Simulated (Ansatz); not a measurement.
**Run report: CH₈AlN, nudged elastic band**

System: CH₈AlN.
Method: RKS LDA/6-31G* (Ansatz 0.2.0).

It belongs to a series of runs on one base structure; here: band between the two ends. Figures and captions count atoms from 1; the log counts them from 0 in places.

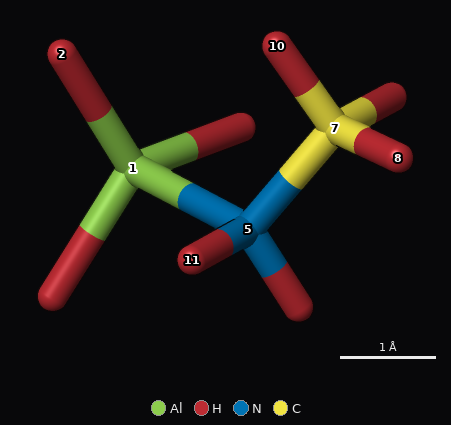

*The starting structure (stick view, seen at a tilt; atoms are numbered from 1 in the order of the input). Sticks mark near contacts.*

Bond lengths as drawn: Al–H 1.62 Å, Al–N 2.03 Å, C–H 1.10 to 1.11 Å, C–N 1.47 Å and H–N 1.03 Å.

**Input file**
```yaml
crystal:
  periodic: [false, false, false]
  atoms:
    - { symbol: Al, position_ang: [0.051834, -0.085567, 0.31123] }
    - { symbol: H, position_ang: [-0.072221, 0.635787, 1.756307] }
    - { symbol: H, position_ang: [1.530595, -0.165561, -0.344847] }
    - { symbol: H, position_ang: [-1.215839, 0.007765, -0.69053] }
    - { symbol: "N", position_ang: [-0.108795, -2.013982, 0.928576] }
    - { symbol: H, position_ang: [-0.0989, -2.624245, 0.097713] }
    - { symbol: C, position_ang: [0.969996, -2.368428, 1.855644] }
    - { symbol: H, position_ang: [0.903271, -3.410397, 2.218923] }
    - { symbol: H, position_ang: [1.933298, -2.212748, 1.340574] }
    - { symbol: H, position_ang: [0.93359, -1.671497, 2.710515] }
    - { symbol: H, position_ang: [-1.031928, -2.133226, 1.371896] }
basis:
  gaussian: { orbitals: "6-31G*" }
hamiltonian:
  xc: lda
neb:
  order_check: false
  images: 5
  f_tol: 0.05
  max_iterations: 60
  final_atoms:
    - { symbol: Al, position_ang: [0.37020386, -0.68251501, -0.59099049] }
    - { symbol: H, position_ang: [-1.03298594, -0.34195884, 3.05821212] }
    - { symbol: H, position_ang: [1.84095171, -0.05235904, -0.65905001] }
    - { symbol: H, position_ang: [-0.87355361, -0.35484129, -1.54234468] }
    - { symbol: "N", position_ang: [0.09998225, -1.89059558, 0.68979349] }
    - { symbol: H, position_ang: [-0.81751787, -2.34112348, 0.77826572] }
    - { symbol: C, position_ang: [1.0502951, -2.36053776, 1.66538933] }
    - { symbol: H, position_ang: [1.21006758, -3.45755351, 1.61236764] }
    - { symbol: H, position_ang: [2.0301474, -1.87574873, 1.49040715] }
    - { symbol: H, position_ang: [0.74330857, -2.1125147, 2.70592972] }
    - { symbol: H, position_ang: [-0.82599805, -0.57235107, 2.34802102] }
  initial_path:
    images:
      - { positions_ang: [[0.051834, -0.085567, 0.31123], [-0.072221, 0.635787, 1.756307], [1.530595, -0.165561, -0.344847], [-1.215839, 0.007765, -0.69053], [-0.108795, -2.013982, 0.928576], [-0.0989, -2.624245, 0.097713], [0.969996, -2.368428, 1.855644], [0.903271, -3.410397, 2.218923], [1.933298, -2.212748, 1.340574], [0.93359, -1.671497, 2.710515], [-1.031928, -2.133226, 1.371896]] }
      - { positions_ang: [[0.0366969, -0.05697426, 0.20688841], [-0.06252553, 0.42071693, 1.8067173], [1.47941865, -0.10256836, -0.47868962], [-1.2518075, 0.00013482, -0.73257654], [-0.03542749, -2.04480636, 0.84923135], [-0.1933392, -2.70586069, 0.11320839], [0.93503548, -2.39356109, 1.8726372], [0.94205106, -3.4542485, 2.13065188], [1.9055982, -2.11936374, 1.52230076], [0.72089248, -1.81831749, 2.74022007], [-0.68169205, -1.76725027, 1.5254118]] }
      - { positions_ang: [[0.02155979, -0.02838152, 0.10254682], [-0.05283006, 0.20564687, 1.85712761], [1.42824231, -0.03957571, -0.61253223], [-1.287776, -0.00749537, -0.77462309], [0.03794002, -2.07563071, 0.7698867], [-0.2877784, -2.78747638, 0.12870378], [0.90007496, -2.41869418, 1.8896304], [0.98083112, -3.4981, 2.04238076], [1.87789841, -2.02597949, 1.70402751], [0.50819496, -1.96513797, 2.76992514], [-0.3314561, -1.40127454, 1.6789276]] }
      - { positions_ang: [[0.00642269, 0.00021122, -0.00179476], [-0.04313458, -0.0094232, 1.90753791], [1.37706596, 0.02341693, -0.74637485], [-1.3237445, -0.01512555, -0.81666963], [0.11130753, -2.10645507, 0.69054205], [-0.3822176, -2.86909208, 0.14419917], [0.86511443, -2.44382727, 1.9066236], [1.01961117, -3.5419515, 1.95410964], [1.85019861, -1.93259523, 1.88575427], [0.29549743, -2.11195846, 2.79963021], [0.01877985, -1.0352988, 1.8324434]] }
      - { positions_ang: [[0.12768308, -0.22736419, -0.19819334], [-0.37308504, -0.12026841, 2.29109598], [1.53169454, -0.00184173, -0.71726657], [-1.17368087, -0.12836413, -1.05856131], [0.10753244, -2.0345019, 0.69029253], [-0.52731769, -2.69310254, 0.35555469], [0.92684132, -2.4160641, 1.82621218], [1.08309664, -3.51381884, 1.84019564], [1.91018154, -1.91364639, 1.75397189], [0.44476781, -2.11214387, 2.76839671], [-0.26281278, -0.88098289, 2.00430261]] }
      - { positions_ang: [[0.24894347, -0.4549396, -0.39459192], [-0.70303549, -0.23111363, 2.67465405], [1.68632313, -0.02710038, -0.68815829], [-1.02361724, -0.24160271, -1.300453], [0.10375734, -1.96254874, 0.69004301], [-0.67241778, -2.51711301, 0.5669102], [0.98856821, -2.38830093, 1.74580075], [1.14658211, -3.48568617, 1.72628164], [1.97016447, -1.89469756, 1.62218952], [0.59403819, -2.11232929, 2.73716322], [-0.54440541, -0.72666698, 2.17616181]] }
      - { positions_ang: [[0.37020386, -0.68251501, -0.59099049], [-1.03298594, -0.34195884, 3.05821212], [1.84095171, -0.05235904, -0.65905001], [-0.87355361, -0.35484129, -1.54234468], [0.09998225, -1.89059558, 0.68979349], [-0.81751787, -2.34112348, 0.77826572], [1.0502951, -2.36053776, 1.66538933], [1.21006758, -3.45755351, 1.61236764], [2.0301474, -1.87574873, 1.49040715], [0.74330857, -2.1125147, 2.70592972], [-0.82599805, -0.57235107, 2.34802102]] }
```

Machine: 1 thread of Arm Neoverse V2, 24 GiB of memory available, shared host.

Command:
```bash
ansatz run input.yaml --threads 1 --pin off --max-ram 2048MiB --backend cpu --events-out ev --progress --plain --runs-dir out
```

**What the program printed**
```
Engine: ansatz 0.2.0, aarch64-unknown-linux-gnu
Functional definition: SPW92
  exchange = slater_x
  correlation = pw_c
919 factors; their error is unknown
mean field evaluation 1: about -9194.2585 eV, gradient 5.5e1 eV
mean field evaluation 2: about -9183.9013 eV, gradient 8.7e1 eV
mean field evaluation 4: about -9200.9958 eV, gradient 4.3e0 eV
mean field evaluation 8: about -9200.9939 eV, gradient 4.8e-2 eV
mean field -9200.99388082 eV, -338.1302884623 hartree, gradient 2.2e-5 eV, S^2 0.000000; 0 other end points of the search recorded, 0 dependent functions left out
the calculation of the forces begins
reference -9200.99392226 eV, -338.1302899853 hartree; 17, 17 occupied and 48, 48 virtual orbitals, 919 factors
919 factors; their error is unknown
mean field evaluation 16: about -9190.0984 eV, gradient 6.7e1 eV
mean field evaluation 32: about -9200.1928 eV, gradient 1.7e-5 eV
mean field -9200.19280229 eV, -338.1008493694 hartree, gradient 1.7e-5 eV, S^2 0.000000; 0 other end points of the search recorded, 0 dependent functions left out
[... from here on the field's lines of each further geometry are left out, up to the last ...]
NEB iter   1: max|band force component| = 3.967e0 eV/Å  barrier→ = 3.7740 eV  barrier← = 2.9729 eV  Δτ_max = 0.2000 Å  (177 SCF iters)
NEB iter   2: max|band force component| = 2.412e0 eV/Å  barrier→ = 2.3713 eV  barrier← = 1.5702 eV  Δτ_max = 0.2000 Å  (137 SCF iters)
NEB iter   3: max|band force component| = 1.844e0 eV/Å  barrier→ = 1.7850 eV  barrier← = 0.9839 eV  Δτ_max = 0.2000 Å  (141 SCF iters)
NEB iter   4: max|band force component| = 6.822e-1 eV/Å  barrier→ = 1.4587 eV  barrier← = 0.6576 eV  Δτ_max = 0.1156 Å  (134 SCF iters)
NEB iter   5: max|band force component| = 5.536e-1 eV/Å  barrier→ = 1.3938 eV  barrier← = 0.5927 eV  CI = image 3  Δτ_max = 0.1987 Å  (133 SCF iters)
NEB iter   6: max|band force component| = 3.427e-1 eV/Å  barrier→ = 1.4738 eV  barrier← = 0.6727 eV  CI = image 3  Δτ_max = 0.1992 Å  (140 SCF iters)
NEB iter   7: max|band force component| = 4.222e-1 eV/Å  barrier→ = 1.3989 eV  barrier← = 0.5979 eV  CI = image 3  Δτ_max = 0.0993 Å  (134 SCF iters)
NEB iter   8: max|band force component| = 3.760e-1 eV/Å  barrier→ = 1.3656 eV  barrier← = 0.5645 eV  CI = image 3  Δτ_max = 0.1010 Å  (136 SCF iters)
NEB iter   9: max|band force component| = 1.990e-1 eV/Å  barrier→ = 1.3419 eV  barrier← = 0.5408 eV  CI = image 3  Δτ_max = 0.1974 Å  (137 SCF iters)
NEB iter  10: max|band force component| = 2.233e-1 eV/Å  barrier→ = 1.3258 eV  barrier← = 0.5247 eV  CI = image 3  Δτ_max = 0.0998 Å  (133 SCF iters)
NEB iter  11: max|band force component| = 1.762e-1 eV/Å  barrier→ = 1.3187 eV  barrier← = 0.5176 eV  CI = image 3  Δτ_max = 0.2000 Å  (134 SCF iters)
NEB iter  12: max|band force component| = 2.438e-1 eV/Å  barrier→ = 1.3088 eV  barrier← = 0.5078 eV  CI = image 3  Δτ_max = 0.1000 Å  (135 SCF iters)
NEB iter  13: max|band force component| = 2.503e-1 eV/Å  barrier→ = 1.3076 eV  barrier← = 0.5065 eV  CI = image 3  Δτ_max = 0.0501 Å  (136 SCF iters)
NEB iter  14: max|band force component| = 1.538e-1 eV/Å  barrier→ = 1.3047 eV  barrier← = 0.5037 eV  CI = image 3  Δτ_max = 0.0502 Å  (129 SCF iters)
NEB iter  15: max|band force component| = 1.158e-1 eV/Å  barrier→ = 1.3031 eV  barrier← = 0.5020 eV  CI = image 3  Δτ_max = 0.0502 Å  (130 SCF iters)
NEB iter  16: max|band force component| = 1.216e-1 eV/Å  barrier→ = 1.3019 eV  barrier← = 0.5008 eV  CI = image 3  Δτ_max = 0.0500 Å  (130 SCF iters)
NEB iter  17: max|band force component| = 1.285e-1 eV/Å  barrier→ = 1.3011 eV  barrier← = 0.5000 eV  CI = image 3  Δτ_max = 0.1001 Å  (130 SCF iters)
NEB iter  18: max|band force component| = 1.304e-1 eV/Å  barrier→ = 1.3005 eV  barrier← = 0.4994 eV  CI = image 3  Δτ_max = 0.0999 Å  (127 SCF iters)
NEB iter  19: max|band force component| = 1.392e-1 eV/Å  barrier→ = 1.3002 eV  barrier← = 0.4991 eV  CI = image 3  Δτ_max = 0.1001 Å  (120 SCF iters)
NEB iter  20: max|band force component| = 1.446e-1 eV/Å  barrier→ = 1.3001 eV  barrier← = 0.4990 eV  CI = image 3  Δτ_max = 0.0500 Å  (128 SCF iters)
NEB iter  21: max|band force component| = 1.600e-1 eV/Å  barrier→ = 1.2997 eV  barrier← = 0.4986 eV  CI = image 3  Δτ_max = 0.0250 Å  (122 SCF iters)
NEB iter  22: max|band force component| = 1.445e-1 eV/Å  barrier→ = 1.2996 eV  barrier← = 0.4985 eV  CI = image 3  Δτ_max = 0.0251 Å  (124 SCF iters)
NEB iter  23: max|band force component| = 1.425e-1 eV/Å  barrier→ = 1.2995 eV  barrier← = 0.4985 eV  CI = image 3  Δτ_max = 0.0500 Å  (122 SCF iters)
NEB iter  24: max|band force component| = 1.405e-1 eV/Å  barrier→ = 1.2995 eV  barrier← = 0.4984 eV  CI = image 3  Δτ_max = 0.1002 Å  (122 SCF iters)
NEB iter  25: max|band force component| = 1.262e-1 eV/Å  barrier→ = 1.2994 eV  barrier← = 0.4983 eV  CI = image 3  Δτ_max = 0.2000 Å  (118 SCF iters)
NEB iter  26: max|band force component| = 1.213e-1 eV/Å  barrier→ = 1.2994 eV  barrier← = 0.4983 eV  CI = image 3  Δτ_max = 0.2000 Å  (121 SCF iters)
NEB iter  27: max|band force component| = 3.306e-1 eV/Å  barrier→ = 1.2994 eV  barrier← = 0.4984 eV  CI = image 3  Δτ_max = 0.0998 Å  (129 SCF iters)
NEB iter  28: max|band force component| = 2.063e-1 eV/Å  barrier→ = 1.2994 eV  barrier← = 0.4983 eV  CI = image 3  Δτ_max = 0.0775 Å  (126 SCF iters)
NEB iter  29: max|band force component| = 1.727e-1 eV/Å  barrier→ = 1.2994 eV  barrier← = 0.4983 eV  CI = image 3  Δτ_max = 0.0468 Å  (114 SCF iters)
NEB iter  30: max|band force component| = 8.573e-2 eV/Å  barrier→ = 1.2994 eV  barrier← = 0.4983 eV  CI = image 3  Δτ_max = 0.0358 Å  (113 SCF iters)
NEB iter  31: max|band force component| = 1.589e-1 eV/Å  barrier→ = 1.2994 eV  barrier← = 0.4983 eV  CI = image 3  Δτ_max = 0.0179 Å  (107 SCF iters)
the calculation of the forces begins
reference -9200.17037880 eV, -338.1000253214 hartree; 17, 17 occupied and 48, 48 virtual orbitals, 919 factors
919 factors; their error is unknown
mean field evaluation 1248: about -9198.7859 eV, gradient 1.8e1 eV
mean field -9199.69447815 eV, -338.0825362952 hartree, gradient 4.5e-5 eV, S^2 0.000000; 1 other end points of the search recorded, 0 dependent functions left out
the calculation of the forces begins
reference -9199.69451868 eV, -338.0825377844 hartree; 17, 17 occupied and 48, 48 virtual orbitals, 919 factors
NEB iter  32: max|band force component| = 2.390e-2 eV/Å  barrier→ = 1.2994 eV  barrier← = 0.4983 eV  CI = image 3  Δτ_max = 0.0000 Å  (240 SCF iters)
```

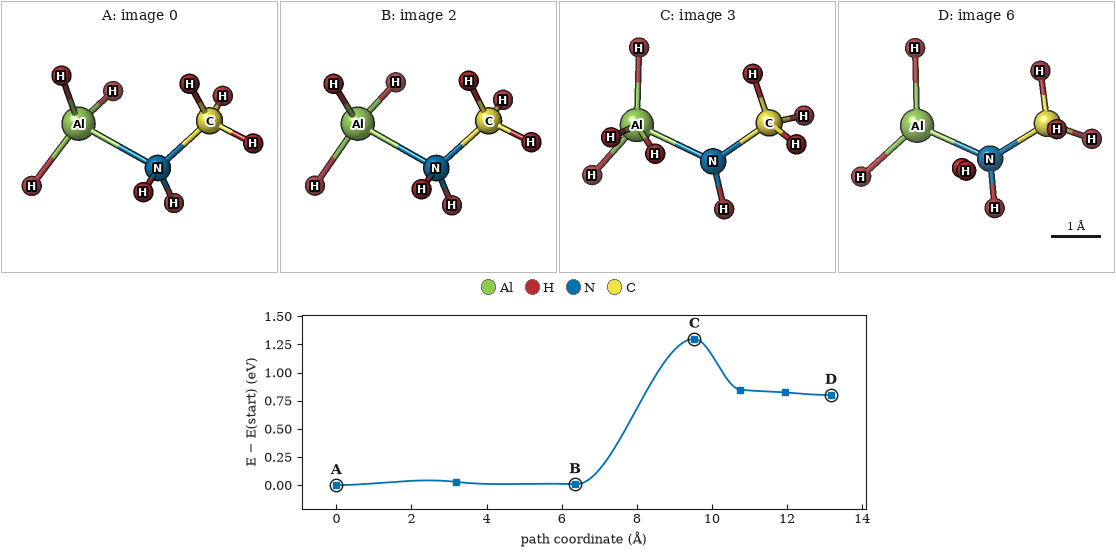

*Images of the last band (counted from 0; ball-and-stick, seen at a tilt) above the energy along the path; the line is a cubic interpolation that uses the forces.*

The highest image is number 3, 1.299 eV above the start and 0.498 eV above the end (the climbing image); the end lies 0.801 eV above the start. The path is 13.17 Å long. The band converged in 32 iterations.

```
Total energy: -9199.69451868 eV, -338.0825377844 hartree
Atom 0 at     0.135953    -0.488381    -0.086197 Å, force    -0.000265    -0.000181    -0.000396 eV/Å
Atom 1 at    -0.443871     0.419670     1.435647 Å, force    -0.000093    -0.000269     0.000167 eV/Å
Atom 2 at     1.655423    -0.019626    -0.267606 Å, force    -0.000027     0.000098    -0.000064 eV/Å
Atom 3 at    -1.063946    -0.281429    -1.124676 Å, force    -0.000031    -0.000113     0.000010 eV/Å
Atom 4 at    -0.096688    -1.921574     1.116543 Å, force     0.001071    -0.000204     0.001019 eV/Å
Atom 5 at    -0.920624    -2.525167     1.023552 Å, force    -0.000370     0.000545    -0.000404 eV/Å
Atom 6 at     1.001936    -2.552988     1.810409 Å, force    -0.000323    -0.000131    -0.000080 eV/Å
Atom 7 at     1.462889    -3.384862     1.236527 Å, force     0.000163    -0.000016    -0.000037 eV/Å
Atom 8 at     1.800287    -1.805043     1.983305 Å, force    -0.000088    -0.000002     0.000168 eV/Å
Atom 9 at     0.703332    -2.949662     2.801615 Å, force    -0.000048    -0.000067    -0.000254 eV/Å
Atom 10 at    -0.439789    -0.533036     1.626882 Å, force     0.000010     0.000341    -0.000129 eV/Å
Dipole moment:    -0.048351    -0.397242     0.231794 e Å
this run last wrote the band of iteration 32 to [file]
```

**The last band as extended XYZ (Å, eV, eV/Å)**
```
11
Properties=species:S:1:pos:R:3:forces:R:3 image=0 energy=-9200.99388
Al    0.0518   -0.0856    0.3112   -0.0019  -0.0019  -0.0006
H    -0.0722    0.6358    1.7563    0.0013   0.0000  -0.0001
H     1.5306   -0.1656   -0.3448   -0.0005  -0.0008  -0.0011
H    -1.2158    0.0078   -0.6905    0.0000  -0.0004   0.0006
N    -0.1088   -2.0140    0.9286    0.0057   0.0060   0.0022
H    -0.0989   -2.6242    0.0977    0.0016   0.0004   0.0031
C     0.9700   -2.3684    1.8556   -0.0116   0.0000  -0.0091
H     0.9033   -3.4104    2.2189    0.0005  -0.0049   0.0015
H     1.9333   -2.2127    1.3406    0.0031   0.0018  -0.0005
H     0.9336   -1.6715    2.7105   -0.0013   0.0012   0.0038
H    -1.0319   -2.1332    1.3719    0.0030  -0.0013   0.0002
11
Properties=species:S:1:pos:R:3:forces:R:3 image=1 energy=-9200.96445
Al    0.1034   -0.0176    0.3868   -0.0025  -0.0030   0.0001
H    -1.1489    0.8054    0.9994   -0.0138   0.0004  -0.0136
H     1.5712    0.3027    0.9911   -0.0036   0.0084   0.0118
H     0.0198   -0.4577   -1.1681    0.0146  -0.0115  -0.0055
N    -0.2186   -1.8257    1.2774    0.0043  -0.0198  -0.0070
H    -0.8578   -2.3591    0.6684   -0.0025   0.0204   0.0305
C     1.0144   -2.5793    1.5247    0.0002  -0.0027  -0.0122
H     0.8379   -3.5295    2.0629   -0.0042   0.0025  -0.0164
H     1.4976   -2.7918    0.5555    0.0019   0.0125   0.0026
H     1.7028   -1.9387    2.1015   -0.0019  -0.0176  -0.0027
H    -0.7270   -1.6509    2.1565    0.0076   0.0105   0.0126
11
Properties=species:S:1:pos:R:3:forces:R:3 image=2 energy=-9200.98609
Al    0.1444   -0.1691    0.1531    0.0014  -0.0088  -0.0016
H    -1.2154    0.6985    0.2862    0.0086  -0.0048   0.0182
H     1.5201    0.4844    0.7052    0.0036  -0.0004  -0.0112
H     0.2717   -1.1864   -1.1025   -0.0157   0.0174   0.0004
N    -0.1123   -1.5533    1.6219   -0.0075  -0.0099  -0.0065
H    -1.0743   -1.9213    1.5848    0.0001  -0.0028  -0.0123
C     0.8702   -2.6327    1.4885    0.0247  -0.0137  -0.0031
H     0.7197   -3.1167    0.5089    0.0088  -0.0056   0.0060
H     1.8793   -2.1842    1.4818   -0.0050   0.0045   0.0111
H     0.8041   -3.3839    2.2972   -0.0142   0.0052   0.0028
H    -0.0128   -1.0775    2.5309   -0.0048   0.0190  -0.0038
11
Properties=species:S:1:pos:R:3:forces:R:3 image=3 energy=-9199.69448
Al    0.1360   -0.4884   -0.0862   -0.0003  -0.0002  -0.0004
H    -0.4439    0.4197    1.4356   -0.0001  -0.0003   0.0002
H     1.6554   -0.0196   -0.2676    0.0000   0.0001  -0.0001
H    -1.0639   -0.2814   -1.1247    0.0000  -0.0001   0.0000
N    -0.0967   -1.9216    1.1165    0.0011  -0.0002   0.0010
H    -0.9206   -2.5252    1.0236   -0.0004   0.0005  -0.0004
C     1.0019   -2.5530    1.8104   -0.0003  -0.0001  -0.0001
H     1.4629   -3.3849    1.2365    0.0002   0.0000   0.0000
H     1.8003   -1.8050    1.9833   -0.0001   0.0000   0.0002
H     0.7033   -2.9497    2.8016    0.0000  -0.0001  -0.0003
H    -0.4398   -0.5330    1.6269    0.0000   0.0003  -0.0001
11
Properties=species:S:1:pos:R:3:forces:R:3 image=4 energy=-9200.14560
Al    0.1769   -0.6712   -0.1766    0.0034  -0.0128  -0.0080
H    -0.6901    0.7945    1.9471   -0.0124   0.0224   0.0232
H     1.5694    0.1135   -0.1085   -0.0031   0.0029   0.0053
H    -1.0985   -0.2822   -1.0604    0.0000  -0.0047  -0.0004
N     0.0638   -2.1537    0.8017    0.0084  -0.0122  -0.0165
H    -0.7900   -2.7190    0.7818    0.0063  -0.0099  -0.0109
C     1.0719   -2.6840    1.6831    0.0029  -0.0061  -0.0034
H     1.4613   -3.6700    1.3520   -0.0014  -0.0161   0.0119
H     1.9341   -1.9907    1.7159    0.0066  -0.0088  -0.0131
H     0.7118   -2.8032    2.7273   -0.0015   0.0123  -0.0001
H    -0.6157    0.0239    1.8924   -0.0092   0.0329   0.0120
11
Properties=species:S:1:pos:R:3:forces:R:3 image=5 energy=-9200.17034
Al    0.2326   -0.6688   -0.4105    0.0019  -0.0008  -0.0069
H    -0.6936    0.2505    2.6971    0.0023  -0.0122   0.0182
H     1.5907    0.1669   -0.2804    0.0017  -0.0009  -0.0065
H    -1.0008   -0.3773   -1.3867    0.0029  -0.0031  -0.0091
N     0.0873   -2.0830    0.6585    0.0001   0.0019  -0.0033
H    -0.7646   -2.6526    0.6383   -0.0010   0.0021  -0.0019
C     1.0262   -2.5148    1.6614   -0.0019   0.0043   0.0002
H     1.3574   -3.5637    1.5138   -0.0048   0.0020   0.0059
H     1.9299   -1.8776    1.6193   -0.0003   0.0021  -0.0026
H     0.6188   -2.4319    2.6929   -0.0032   0.0111   0.0004
H    -0.5889   -0.2898    2.1523    0.0023  -0.0066   0.0056
11
Properties=species:S:1:pos:R:3:forces:R:3 image=6 energy=-9200.19280
Al    0.3702   -0.6825   -0.5910    0.0087  -0.0183   0.0090
H    -1.0330   -0.3420    3.0582    0.0051  -0.0089  -0.0172
H     1.8410   -0.0524   -0.6591   -0.0171  -0.0060   0.0040
H    -0.8736   -0.3548   -1.5423    0.0001   0.0004   0.0036
N     0.1000   -1.8906    0.6898   -0.0010   0.0180  -0.0195
H    -0.8175   -2.3411    0.7783    0.0163   0.0086   0.0004
C     1.0503   -2.3605    1.6654    0.0181  -0.0053   0.0160
H     1.2101   -3.4576    1.6124   -0.0036   0.0189  -0.0009
H     2.0301   -1.8757    1.4904   -0.0244  -0.0118   0.0030
H     0.7433   -2.1125    2.7059    0.0045  -0.0057  -0.0165
H    -0.8260   -0.5724    2.3480   -0.0069   0.0101   0.0180
```

**Key numbers**

| quantity | value |
| --- | --- |
| outcome | converged |
| barrier, forward | 1.299 eV |
| barrier, backward | 0.498 eV |
| wall time | 3.3 min |
| peak memory | 0.1 GiB |

**Notes**

The order of the saddle point was not checked.
